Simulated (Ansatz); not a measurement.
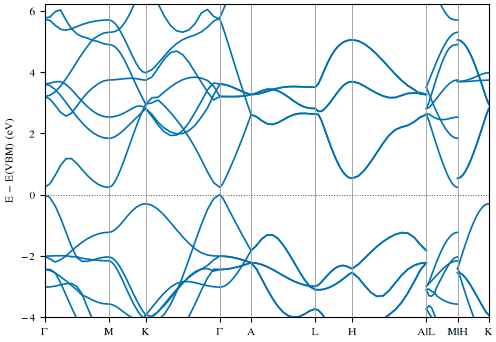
Band structure from plane-wave PAW r²SCAN (Ansatz code)

Problem. Read off the gap and where the band edges lie.

Solution. About 0.2 eV (0.24 eV by a search for the band edges); maximum at Γ, minimum at M.

The material is PbS (NiAs type, P6_3/mmc).

The first step of the workflow began from a Materials Project structure, measured or hypothetical; the Crystallography Open Database copy checked does not list it. It is not the phase usual at ambient conditions (space group No. 225). The cell was relaxed with r²SCAN under the symmetry of its start; whether a distortion lowers the energy is not shown. Spin–orbit coupling is left out wherever it is not named.

Potentials: the later of the program's two PAW sets.
